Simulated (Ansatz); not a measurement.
## How the geometry moves the gap of Ga2O3 (C2/m)

Wanted: the change of the gap of Ga2O3 (C2/m) on relaxing cell and ions.

Calculated with Ansatz 0.2.0; r2SCAN, HSE06 and G0W0, plane waves, PAW.

**What was measured.**

- Gap 4.91 eV: direct optical gap from Tauc plot, O2-annealed; optical transmittance, Tauc extrapolation; film (RF-sputtered polycrystalline film, 120 nm, annealed at 800 C for 40 min in O2) on 4H-SiC (“Influence of Annealing Atmosphere on the Characteristics of Ga2O3/4H-SiC n-n Heterojunction Diodes”, 2020, pmc:7013600).

- Gap 4.88 eV: optical direct gap from Tauc plot; optical transmission, Tauc plot; film (as-deposited 50 nm PLD film, (-201) oriented) on c-plane sapphire (“beta-phase (AlxGa1-x)2O3 thin film with Al composition more than 70%”, 2020, arxiv:2005.05799).

- Gap 4.5 eV: optical absorption edge from ellipsometry; spectroscopic ellipsometry; film (oxidised 75 nm GaSe layer, annealed at 800 C in oxygen) on Al2O3 (“Thin Ga2O3 Layers by Thermal Oxidation of van der Waals GaSe Nanostructures for Ultraviolet Photon Sensing”, 2024, pmc:11320379).

- Gap 5.01 eV: direct optical gap from Tauc plot, film annealed at 700 C; UV-Vis transmission and reflection, Tauc plot; film (80 nm PE-ALD film on sapphire, annealed in O2 at 700 C for 15 min) on sapphire (“Investigation of Ga2O3-Based Deep Ultraviolet Photodetectors Using Plasma-Enhanced Atomic Layer Deposition System”, 2020, pmc:7662978).

- Gap 4.89 eV: direct optical gap from Tauc plot, N2-annealed; optical transmittance, Tauc extrapolation; film (RF-sputtered polycrystalline film, 120 nm, annealed at 800 C for 40 min in N2) on 4H-SiC (“Influence of Annealing Atmosphere on the Characteristics of Ga2O3/4H-SiC n-n Heterojunction Diodes”, 2020, pmc:7013600).

This is a selection; 6 further reports are not listed.

### 1. The structure

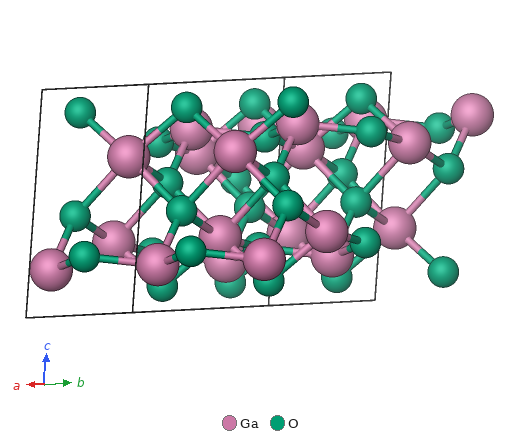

The starting structure, seen slightly off an axis (gallium pink, oxygen teal). 1×2×1 cells are drawn. This picture shows the conventional cell, with its axes. Some periodic images of atoms are drawn too.

The cell and positions come from the Crystallography Open Database and are kept as given unless a step says otherwise. The default PAW set here is soft_2. Its files were made with PBE.

### 2. r2SCAN bands at the given cell

The cheap functional maps the bands first; the places of the edges decide which points the dearer methods must see.

This step: DFT, r2SCAN, plane waves, PAW.

input.yaml reads:

```yaml
crystal:
  lattice:
    - [6.107, -1.51855, 0.0]
    - [6.107, 1.51855, 0.0]
    - [-1.3859888959, 0.0, 5.630008738]
  atoms:
    - { symbol: Ga, position: [0.0905, 0.0905, 0.7946] }
    - { symbol: Ga, position: [0.9095, 0.9095, 0.2054] }
    - { symbol: Ga, position: [0.65866, 0.65866, 0.31402] }
    - { symbol: Ga, position: [0.34134, 0.34134, 0.68598] }
    - { symbol: O, position: [0.1645, 0.1645, 0.1098] }
    - { symbol: O, position: [0.8355, 0.8355, 0.8902] }
    - { symbol: O, position: [0.1733, 0.1733, 0.5632] }
    - { symbol: O, position: [0.8267, 0.8267, 0.4368] }
    - { symbol: O, position: [0.4959, 0.4959, 0.2566] }
    - { symbol: O, position: [0.5041, 0.5041, 0.7434] }
kpoints:
  mp_grid: { grid: [8, 8, 4] }
  band_path:
    path:
      - [[0.0, 0.0, 0.0], [-0.2663944, 0.2663944, 0.0]]
      - [[-0.7336056, -0.2663944, 0.0], [-0.5, -0.5, 0.0], [0.0, 0.0, 0.0], [-0.5, -0.5, 0.5], [-0.74186107, -0.25813893, 0.5]]
      - [[-0.25813893, 0.25813893, 0.5], [0.0, 0.0, 0.5], [0.0, 0.0, 0.0]]
      - [[-0.5, 0.0, 0.5], [0.0, 0.0, 0.0], [-0.5, 0.0, 0.0]]
    npoints: 10
hamiltonian:
  xc: r2scan
scf:
  occupations: { method: fermi_dirac, width: 0.02 }
  n_extra_bands: 7
output:
  eigenvalues: true
  forces: true
  stress: true
  write_density: true
  write_potential: true
  elf: true
  volumetric_format: npy
```

Started as:

```console
$ ansatz run input.yaml --threads 3 --pin off --max-ram 92160MiB --backend cuda --events-out ev --progress --plain --runs-dir out --devices 1 --max-vram 13GiB
```

Numbers of over 12 decimals in the logs are rounded to 6 here.

Log:

```text
basis.fft_grid_basis auto: the FFT boxes are laid along the combinations [[1, -1, 0], [0, 1, 0], [0, 0, 1]] of the cell's own vectors, 3.037, 6.293 and 5.798 Å long. The dense box has 24×48×45 points. Along the cell's own vectors, as sized, it would have 48×48×45, 2.00 times as many. Of the 4 symmetry operations that the crystal satisfies within crystal.symmetry.tolerance (time reversal apart; of a slab, those that k [...]
scf.n_extra_bands = 7 over 44 filled bands (N_el = 88.0): the run solves 51 bands
GPUs: using 1 of 1 available (devices: 1).
Engine: ansatz 0.2.0, x86_64-unknown-linux-gnu
Pseudopotentials: kind: paw
Pseudopotential: Ga, paw, valence charge 13, recommended cutoff 500 eV (meta_gga), Ga.paw.azcp
Pseudopotential: O, paw, valence charge 6, recommended cutoff 500 eV (meta_gga), O.paw.azcp
Functional definition: r2SCAN
  parameter k0 = 0.174
  parameter k1 = 0.065
  parameter a1 = 4.9479
  exchange = r2scan_x(k0 = k0, k1 = k1, a1 = a1)
  correlation = r2scan_c
device memory: the entry about to start is reckoned to put 4.1 GiB on a device that reports 25.9 GiB free (of which the cap on the GPU budget leaves the run 13.0 GiB)
GPU FFT provider: cuFFT
GPU libraries: cuBLAS 13.8.2, cuFFT 12.4.0, cuSOLVER 12.3.4
Crystal: 10 atoms, lattice volume = 104.423 Å³
Basis set: ecut = 500 eV, 2661 PW (Γ), FFT grids on a1−a2, a2, a3, exchange–correlation on 96×192×180 points (64 copies of the dense FFT grid, shifted against one another)
Bands: 51, of which v1, the nominal top of the filled ones, is band 44 counted from 1 (43 counted from 0)
Symmetry: 4 space group operations
Space group: C2/m (ITA 12), of the structure as read, at distance tolerance 4.7e-5 Å
k-points: 78 of 256
Non-local potential: Ga, projectors of the file, l = 0: 2, l = 1: 2, l = 2: 3, l = 3: 1
Non-local potential: O, projectors of the file, l = 0: 2, l = 1: 2, l = 2: 1
PAW form: soft (Blöchl's): semilocal exchange-correlation on the pseudo side does not see the compensation charge
PAW frozen core: Ga, regenerated for the run's functional (the file was generated under x = pbe(κ = 0.804, μ = 0.219515), c = pbe(β = 0.066725))
PAW frozen core: O, regenerated for the run's functional (the file was generated under x = pbe(κ = 0.804, μ = 0.219515), c = pbe(β = 0.066725))
PAW one-centre angular grid: Ga, 590 points (default); XC on 160 Gauss nodes
PAW one-centre angular grid: O, 302 points (default); XC on 160 Gauss nodes
Initial density: superposition of atomic densities (neutral atoms: chi_scale 0, normalization atom), corrected by the library's trained network
Initial wavefunctions: pseudopotential atomic-orbital guess
GPU buffer pool allocated for 51840 grid points (all kernels)
[...]
SCF iter   6: F=—  HF=-18577.838629 eV  |F-HF|=—  |Δ(HF+E_count)|=   3.06e-4  Δρ=5.18e-5  dr2=2.12e-6  dr2_τ=2.90e-7  ethr=1.60e-8  ⟨swp⟩=2.0  Hψ=7246  notcnv=0  defer=164
SCF iter   7: F=—  HF=-18577.838629 eV  |F-HF|=—  |Δ(HF+E_count)|=   6.73e-7  Δρ=1.33e-5  dr2=1.66e-7  dr2_τ=1.08e-8  ethr=2.41e-9  ⟨swp⟩=2.0  Hψ=7189  notcnv=0  defer=164
SCF iter   8: F=-18577.838629 eV  HF=-18577.838629 eV  |F-HF|=1.66e-8  |Δ(HF+E_count)|=   1.29e-7  Δρ=5.04e-6  dr2=2.61e-8  dr2_τ=1.85e-9  ethr=1.14e-10  ⟨swp⟩=14.9  Hψ=35821  notcnv=0
SCF 1 converged in 8 iterations: F = -18577.838629 eV  dr2 = 2.61e-8
[...]
device memory: the entry about to start is reckoned to put 2.6 GiB on a device that reports 22.8 GiB free (of which the cap on the GPU budget leaves the run 13.0 GiB)
NSCF: frozen V_eff on 94 k-points
SCF converged after 8 iterations
Free energy (F): -18577.838629 eV
Harris-Foulkes:  -18577.838629 eV  (|F-HF|=1.66e-8)
Internal energy: -18577.838629 eV  (E = F + TS)
E sigma→0 (E₀):  -18577.838629 eV
Fermi energy:    9.334995 eV
--- Per-component energies (eV) ---
  E_band       = -151.292056
  E_kinetic    = 1525.661097
  E_local      = -9105.869611  (includes V_loc(G=0)·N_el)
  E_nonlocal   = 2029.773542
  E_hartree    = 4101.648440
  E_xc         = -684.277251
  E_vxc        = -863.634108  (∫ρ·V_xc dr)
  E_paw        = -9017.203358  (= ΣΔE_a)
  E_vpaw       = -1992.250424  (= ΣTr[D̂ρ^β])
  E_aug_tail   = 0.006025  (compensation charges beyond the density's cutoff)
  E_vtau       = 51.719231  (kinetic-family band-sum trace: ∫τ·v_τ [+ j·A + Jᵃ·Aᵃ] dr)
  E_ewald      = -7424.773589
  E_core_change = -2.803925  (= ΣΔE_core)
  E_smearing   = -0.000000  (= −TS)
  E_closure    = 0.000000  (closes the sum)
  Σ components = -18577.838629   (vs F -18577.838629, Δ=0.00e0)
--- Forces (eV/Å), atoms counted from 1 ---
  atom   1  Ga     0.09816277    -0.00000000     0.04867476
  atom   2  Ga    -0.09816277     0.00000000    -0.04867476
  atom   3  Ga     0.01170286    -0.00000000     0.07367168
  atom   4  Ga    -0.01170286     0.00000000    -0.07367168
  atom   5  O     -0.00621269     0.00000000    -0.11013792
  atom   6  O      0.00621269    -0.00000000     0.11013792
  atom   7  O     -0.02503147     0.00000000     0.00192798
  atom   8  O      0.02503147    -0.00000000    -0.00192798
  atom   9  O      0.09901952     0.00000000    -0.01240091
  atom  10  O     -0.09901952    -0.00000000     0.01240091
  max |Σ_I F_I| component: 2.78e-17 eV/Å
--- Stress (GPa, compression-positive) ---
        1.342234       0.000000      -0.063648
        0.000000       1.335731      -0.000000
       -0.063643      -0.000000       1.093659
  P = ⅓ Tr σ = 1.2572 GPa (12.572 kbar)
--- Band table (eV; the first three rows and the last of 78) ---
  k-point 0: bands = [... 40 lower, 7.1188, 7.2925, 7.4917, 7.7446, 10.8600, 14.2332, 15.2379, 15.3811, ... 3 higher]
  k-point 1: bands = [... 40 lower, 7.1380, 7.2284, 7.2953, 7.5077, 11.7641, 14.3914, 15.1070, 15.4712, ... 3 higher]
  k-point 2: bands = [... 40 lower, 7.1117, 7.1538, 7.2979, 7.4616, 13.2521, 13.3628, 15.3152, 15.8351, ... 3 higher]
  k-point 77: bands = [... 40 lower, 7.1536, 7.1763, 7.1838, 7.7603, 13.6931, 13.8059, 14.8149, 15.1321, ... 3 higher]
```

Elapsed: 28 s, on 1 × NVIDIA H100 80GB HBM3 (shared by 6 runs) with 3 threads of AMD EPYC 7R13 (Zen 3), shared host; peak memory 1.2 GiB; 49 s of CPU time.

This step gave:

- pressure: 1.257 GPa
- filled bands: 44
- gap: 3.085 eV
- valence top at: k = (-0.548, -0.452, 0.500)
- conduction bottom at: Γ
- least direct gap: 3.115 eV

The gap is indirect, with the least direct gap 0.03 eV higher.

### 3. Relaxing cell and ions

A relaxation at this level of theory: leftover forces would pass straight into the levels.

input.yaml, the sections that differ from step 2:

```yaml
kpoints:
  mp_grid: { grid: [8, 8, 4] }
scf:
  occupations: { method: fermi_dirac, width: 0.02 }
relax:
  f_tol: 0.01
  max_steps: 60
  cell: {}
# crystal, hamiltonian: as in step 2
# output: removed
```

Log:

```text
[...]
GPUs: using 1 of 1 available (devices: 1).
[...]
GPU FFT provider: cuFFT
GPU libraries: cuBLAS 13.8.2, cuFFT 12.4.0, cuSOLVER 12.3.4
Crystal: 10 atoms, lattice volume = 104.423 Å³
Basis set: ecut = 500 eV, 2661 PW (Γ), FFT grids on a1−a2, a2, a3, exchange–correlation on 96×192×180 points (64 copies of the dense FFT grid, shifted against one another)
Bands: 54, of which v1, the nominal top of the filled ones, is band 44 counted from 1 (43 counted from 0)
Symmetry: 4 space group operations
[...]
k-points: 78 of 256
[...]
GPU buffer pool allocated for 51840 grid points (all kernels)
[...]
SCF iter   1: F=—  HF=-18577.669798 eV  |F-HF|=—  |Δ(HF+E_count)|=         —  Δρ=1.36e-2  dr2=8.50e-2  dr2_τ=4.04e-1  ethr=1.77e-3  ⟨swp⟩=6.1  Hψ=15724  notcnv=0  defer=11
[...]
SCF iter   3: F=—  HF=-18577.838758 eV  |F-HF|=—  |Δ(HF+E_count)|=   3.03e-4  Δρ=3.49e-3  dr2=4.30e-3  dr2_τ=5.04e-4  ethr=2.93e-5  ⟨swp⟩=3.0  Hψ=7632  notcnv=0  defer=142
automatic band count: iteration 3 solves 52 bands in place of 54: the levels show a gap, and the empty bands left out lie too high to hold charge; the band table lists the bands solved (type scf.n_extra_bands for more)
SCF iter   4: F=—  HF=-18577.838411 eV  |F-HF|=—  |Δ(HF+E_count)|=   3.48e-4  Δρ=5.07e-4  dr2=1.80e-4  dr2_τ=5.68e-5  ethr=4.88e-6  ⟨swp⟩=2.0  Hψ=7360  notcnv=0  defer=142
[...]
SCF iter   8: F=-18577.838629 eV  HF=-18577.838629 eV  |F-HF|=1.63e-8  |Δ(HF+E_count)|=   1.16e-7  Δρ=4.96e-6  dr2=2.55e-8  dr2_τ=1.61e-9  ethr=1.14e-10  ⟨swp⟩=4.1  Hψ=14605  notcnv=0
SCF 1 converged in 8 iterations: F = -18577.838629 eV  dr2 = 2.55e-8
[...]
relax step   1: F+E_penalty+E_count = -18577.83862877 eV  Δ(F+E_penalty+E_count) = +0.000e0 eV  max|allowed force component| = 1.101e-1 eV/Å  Δτ_max = 0.0000 Å  P = +1.257 GPa  Ω = 104.423 Å³  (8 SCF iters, dr2 threshold 1.00e-7 eV, accepted)
[...]
relax step   2: F+E_penalty+E_count = -18577.84124405 eV  Δ(F+E_penalty+E_count) = -2.615e-3 eV  max|allowed force component| = 4.315e-2 eV/Å  Δτ_max = 0.0061 Å  P = +0.469 GPa  Ω = 104.830 Å³  energy of the carried Pulay correction = -3.373e-4 eV  (5 SCF iters, dr2 threshold 1.00e-6 eV, accepted)
[...]
relax step   4: F+E_penalty+E_count = -18577.84169388 eV  Δ(F+E_penalty+E_count) = -3.965e-5 eV  max|allowed force component| = 8.264e-3 eV/Å  Δτ_max = 0.0006 Å  P = -0.027 GPa  Ω = 105.064 Å³  energy of the carried Pulay correction = -5.300e-4 eV  (5 SCF iters, dr2 threshold 2.50e-8 eV, accepted)
[...]
relax step   5: F+E_penalty+E_count = -18577.84223258 eV  Δ(F+E_penalty+E_count) = -5.387e-4 eV  max|allowed force component| = 8.297e-3 eV/Å  Δτ_max = 0.0000 Å  P = -0.029 GPa  Ω = 105.064 Å³  stress off target by 3.95e-2 GPa  SCF on the basis re-selected at this cell (its energy is not comparable with the rows above)  (5 SCF iters)
basis re-selected at this cell: Δ(F+E_penalty+E_count) = -5.387e-4 eV, ΔP = -0.002 GPa vs the last step (what re-selecting the basis moved, of the pressure what is left beyond the Pulay correction that the steps carried, after the strain that the cell walked since its last selection, with what the two solves' SCF thresholds leave and, on support functions, any second-order correction that the steps lacked; it is no m [...]
SCF converged after 5 iterations
Free energy (F): -18577.842233 eV
[...]
Internal energy: -18577.842233 eV  (E = F + TS)
E sigma→0 (E₀):  -18577.842233 eV
Fermi energy:    9.223127 eV
[...]
--- Forces (eV/Å), atoms counted from 1 ---
  atom   1  Ga     0.00128012     0.00000000     0.00726617
  atom   2  Ga    -0.00128012    -0.00000000    -0.00726617
  atom   3  Ga    -0.00829718     0.00000000     0.00529008
  atom   4  Ga     0.00829718    -0.00000000    -0.00529008
  atom   5  O      0.00189436    -0.00000000    -0.00588460
  atom   6  O     -0.00189436     0.00000000     0.00588460
  atom   7  O      0.00075130     0.00000000    -0.00288552
  atom   8  O     -0.00075130    -0.00000000     0.00288552
  atom   9  O      0.00564012     0.00000000     0.00276539
  atom  10  O     -0.00564012    -0.00000000    -0.00276539
  max |Σ_I F_I| component: 1.73e-18 eV/Å
--- Stress (GPa, compression-positive) ---
       -0.017880       0.000000       0.001673
        0.000000      -0.028679      -0.000000
        0.001679      -0.000000      -0.039409
  P = ⅓ Tr σ = -0.0287 GPa (-0.287 kbar)
--- Band table (eV; the first three rows and the last of 78) ---
  k-point 0: bands = [... 40 lower, 7.0193, 7.2081, 7.4121, 7.6649, 10.7156, 14.0975, 15.1377, 15.2350, ... 6 higher]
  k-point 1: bands = [... 40 lower, 7.0395, 7.1431, 7.2180, 7.4287, 11.6224, 14.2592, 14.9567, 15.3665, ... 6 higher]
  k-point 2: bands = [... 40 lower, 7.0349, 7.0559, 7.2128, 7.3839, 13.1037, 13.2326, 15.1794, 15.6995, ... 6 higher]
  k-point 77: bands = [... 40 lower, 7.0646, 7.0927, 7.0946, 7.6802, 13.5540, 13.6715, 14.6420, 14.9970, ... 6 higher]
--- Relaxed structure (4 steps of the walk, 4 accepted, 1 SCFs on fresh bases) ---
  F+E_penalty+E_count = -18577.84223258 eV   max|allowed force component| = 8.297e-3 eV/Å   (the final SCF, on the basis selected at the relaxed cell)
  cell:  # Å, volume = 105.0636 Å³
    - [6.127723, -1.519816, 0.00187765]
    - [6.127723, 1.519816, 0.00187765]
    - [-1.388961, -3.4161848488642908e-18, 5.640265]
  atoms:
    - { symbol: Ga, position: [0.090465, 0.090465, 0.794608] }
    - { symbol: Ga, position: [0.909535, 0.909535, 0.205392] }
    - { symbol: Ga, position: [0.658787, 0.658787, 0.314289] }
    - { symbol: Ga, position: [0.341213, 0.341213, 0.685711] }
    - { symbol: O, position: [0.164166, 0.164166, 0.109081] }
    - { symbol: O, position: [0.835834, 0.835834, 0.890919] }
    - { symbol: O, position: [0.173352, 0.173352, 0.563527] }
    - { symbol: O, position: [0.826648, 0.826648, 0.436473] }
    - { symbol: O, position: [0.496299, 0.496299, 0.256246] }
    - { symbol: O, position: [0.503701, 0.503701, 0.743754] }
```

The job ended after 24 s (1 × NVIDIA H100 80GB HBM3 (shared by 6 runs) with 3 threads; peak memory 1 GiB).

The steps of the relaxation:

```
step  energy less that of the first step (eV)  largest force component (eV/Å)  pressure (GPa)  volume (Å³)
   1                                   0.0000                          0.1101            1.26       104.42
   2                                  -0.0026                          0.0432            0.47       104.83
   3                                  -0.0030                          0.0200            0.00       105.06
   4                                  -0.0031                          0.0083           -0.03       105.06
  5*                                  -0.0036                          0.0083           -0.03       105.06
```

Relaxation steps marked * repeat the geometry before them on a plane-wave basis chosen anew for their cell, so energy and pressure can jump there.

Forces are held to the 4 operations that the run works with; a distortion that breaks them can't arise in this run.

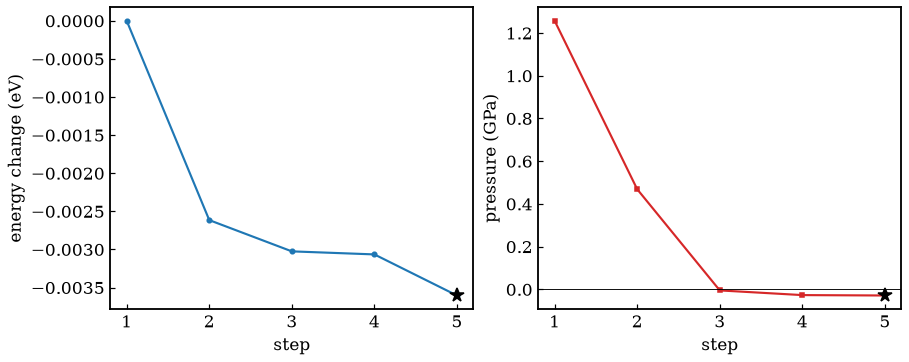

Energy and pressure along the relaxation. Stars mark steps on a basis chosen anew.

```
     cell as run  before   after  change
           a (Å)   6.293   6.313  +0.3 %
           b (Å)   6.293   6.313  +0.3 %
           c (Å)   5.798   5.809  +0.2 %
           α (°)  103.41  103.40  -0.0 %
           β (°)  103.41  103.40  -0.0 %
           γ (°)   27.93   27.86  -0.2 %
volume (Å³/atom)   10.44   10.51  +0.6 %
```

### 4. r2SCAN at the relaxed cell

input.yaml reads:

```yaml
crystal:
  lattice:
    - [6.1277229278, -1.5198155994, 0.001877649]
    - [6.1277229278, 1.5198155994, 0.001877649]
    - [-1.3889609882, 0.0, 5.6402654905]
  atoms:
    - { symbol: Ga, position: [0.0904652023, 0.0904652023, 0.7946077346] }
    - { symbol: Ga, position: [0.9095347977, 0.9095347977, 0.2053922654] }
    - { symbol: Ga, position: [0.6587867822, 0.6587867822, 0.314289123] }
    - { symbol: Ga, position: [0.3412132178, 0.3412132178, 0.685710877] }
    - { symbol: O, position: [0.1641660412, 0.1641660412, 0.109080794] }
    - { symbol: O, position: [0.8358339588, 0.8358339588, 0.890919206] }
    - { symbol: O, position: [0.1733518831, 0.1733518831, 0.5635267302] }
    - { symbol: O, position: [0.8266481169, 0.8266481169, 0.4364732698] }
    - { symbol: O, position: [0.4962990354, 0.4962990354, 0.2562464097] }
    - { symbol: O, position: [0.5037009646, 0.5037009646, 0.7437535903] }
kpoints:
  mp_grid: { grid: [8, 8, 4] }
  band_path:
    path:
      - [[0.0, 0.0, 0.0], [-0.2663944, 0.2663944, 0.0]]
      - [[-0.7336056, -0.2663944, 0.0], [-0.5, -0.5, 0.0], [0.0, 0.0, 0.0], [-0.5, -0.5, 0.5], [-0.74186107, -0.25813893, 0.5]]
      - [[-0.25813893, 0.25813893, 0.5], [0.0, 0.0, 0.5], [0.0, 0.0, 0.0]]
      - [[-0.5, 0.0, 0.5], [0.0, 0.0, 0.0], [-0.5, 0.0, 0.0]]
    npoints: 10
hamiltonian:
  xc: r2scan
scf:
  occupations: { method: fermi_dirac, width: 0.02 }
  n_extra_bands: 7
output:
  eigenvalues: true
  forces: true
  stress: true
  write_density: true
  write_potential: true
  elf: true
  volumetric_format: npy
```

Log:

```text
[...]
GPUs: using 1 of 1 available (devices: 1).
[...]
GPU FFT provider: cuFFT
GPU libraries: cuBLAS 13.8.2, cuFFT 12.4.0, cuSOLVER 12.3.4
Crystal: 10 atoms, lattice volume = 105.064 Å³
Basis set: ecut = 500 eV, 2667 PW (Γ), FFT grids on a1−a2, a2, a3, exchange–correlation on 96×192×180 points (64 copies of the dense FFT grid, shifted against one another)
[...]
k-point 0: bands = [... 40 lower, 7.0194, 7.2082, 7.4122, 7.6650, 10.7157, 14.0975, 15.1377, 15.2351, ... 3 higher]
  k-point 1: bands = [... 40 lower, 7.0395, 7.1432, 7.2181, 7.4287, 11.6224, 14.2592, 14.9567, 15.3665, ... 3 higher]
  k-point 2: bands = [... 40 lower, 7.0349, 7.0560, 7.2128, 7.3840, 13.1037, 13.2326, 15.1794, 15.6995, ... 3 higher]
  k-point 77: bands = [... 40 lower, 7.0646, 7.0928, 7.0947, 7.6802, 13.5540, 13.6715, 14.6421, 14.9971, ... 3 higher]
[key lines of the parts left out:]
SCF converged after 8 iterations
Free energy (F): -18577.842233 eV
Fermi energy:    9.223159 eV
P = ⅓ Tr σ = -0.0285 GPa (-0.285 kbar)
```

Elapsed: 12 s, on 1 × NVIDIA H100 80GB HBM3 (shared by 6 runs) with 3 threads; peak memory 1.3 GiB; 15 s of CPU time.

This step gave:

```yaml
pressure: -0.02849 GPa
gap: 3.021 eV
valence_top_at: k = (-0.548, -0.452, 0.500)
conduction_bottom_at: Γ
least_direct_gap: 3.051 eV
```

The gap is indirect, with the least direct gap 0.03 eV higher.

(Part 1 of 2 ends here.)

[Paths, hosts, dates, memory and timing lines, banners, echoed tables and standing remarks are left out of the program output.]

[Logs are printed without paths, hosts, clocks, repeated set-up lines and the standing remarks that a program may print on its own settings, such as how far it seeks lower states.]

[Runs of the session that timed out or met a known fault of the program may be left out.]

[Cells called generated may have been cut or substituted from an entry of the Crystallography Open Database or the Materials Project.]

[Hosts, paths, dates, database ids (printed as entryN), source tags and the programs' standing remarks are cut or masked in the printed files.]
